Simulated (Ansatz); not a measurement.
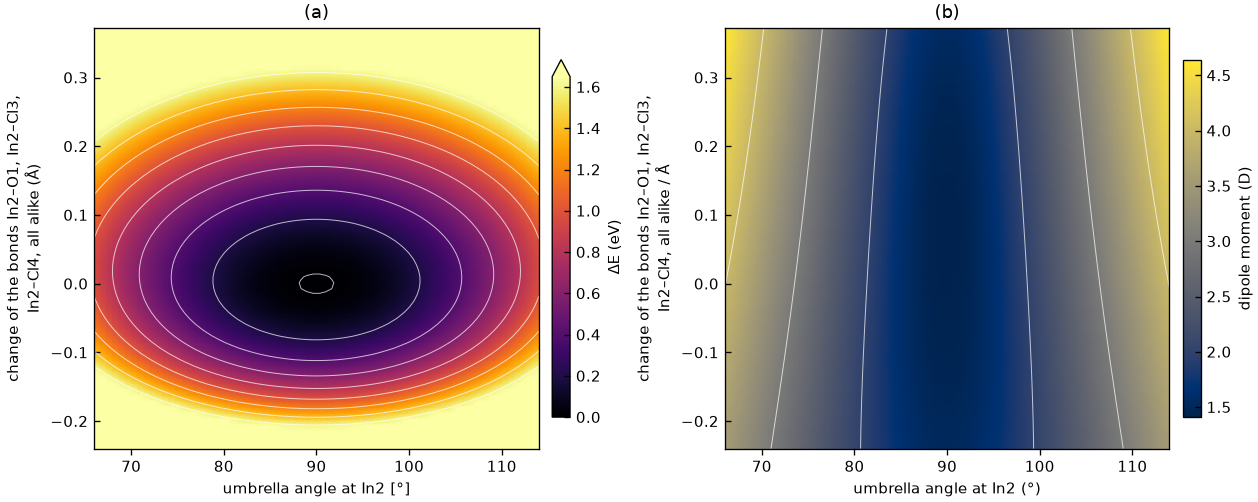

Cl2HInO, SMILES [OH][In]([Cl])[Cl]. 
- First axis: umbrella angle at In2 (between each of its bonds and their common axis; 90 is planar). Second axis: change of the bonds In2–O1, In2–Cl3, In2–Cl4, all alike.
- Nothing is relaxed (all other coordinates rigid).
- Grid: 13 × 13 points; 91 points were computed and 78 follow by symmetry.
- Points are written as (first, second).
- All energies are given in eV relative to the lowest grid point.
- Computed with RKS PBE0-D4/def2-TZVP in Ansatz 0.2.0.

Panel (a) is the energy and panel (b) the computed dipole moment on the same grid.

The picture shows a smooth colour map with a few white contour lines, one colour for all values above the top of the scale. Between grid points the surface is interpolated.

How does the dipole moment vary over the map, and what is it at the lowest grid point?

Leaving out the highest fifth of the energies, it runs from 1.41 D at (90°, 0.066 Å) to 4.49 D at (66°, 0.270 Å). At the lowest grid point, (90°, 0.015 Å), it is 1.41 D.

```csv
"second ↓, first →",66,70,74,78,82,86,90,94,98,102,106,110,114
0.372,4.64,4.03,3.40,2.77,2.19,1.74,1.56,1.74,2.19,2.77,3.40,4.03,4.64
0.321,4.57,3.96,3.34,2.72,2.14,1.69,1.51,1.69,2.14,2.72,3.34,3.96,4.57
0.270,4.49,3.89,3.27,2.66,2.09,1.65,1.47,1.65,2.09,2.66,3.27,3.89,4.49
0.219,4.40,3.82,3.21,2.61,2.05,1.62,1.44,1.62,2.05,2.61,3.21,3.82,4.40
0.168,4.32,3.74,3.15,2.56,2.02,1.59,1.42,1.59,2.02,2.56,3.15,3.74,4.32
0.117,4.23,3.66,3.08,2.51,1.98,1.58,1.41,1.58,1.98,2.51,3.08,3.66,4.23
0.066,4.13,3.58,3.02,2.46,1.96,1.56,1.41,1.56,1.96,2.46,3.02,3.58,4.13
0.015,4.04,3.50,2.96,2.42,1.93,1.56,1.41,1.56,1.93,2.42,2.96,3.50,4.04
−0.036,3.94,3.42,2.89,2.38,1.91,1.56,1.42,1.56,1.91,2.38,2.89,3.42,3.94
−0.087,3.85,3.34,2.83,2.34,1.90,1.57,1.44,1.57,1.90,2.34,2.83,3.34,3.85
−0.138,3.75,3.26,2.77,2.31,1.89,1.58,1.47,1.58,1.89,2.31,2.77,3.26,3.75
−0.189,3.65,3.18,2.72,2.27,1.89,1.60,1.49,1.60,1.89,2.27,2.72,3.18,3.65
−0.240,3.56,3.11,2.67,2.25,1.89,1.63,1.53,1.63,1.89,2.25,2.67,3.11,3.56
```
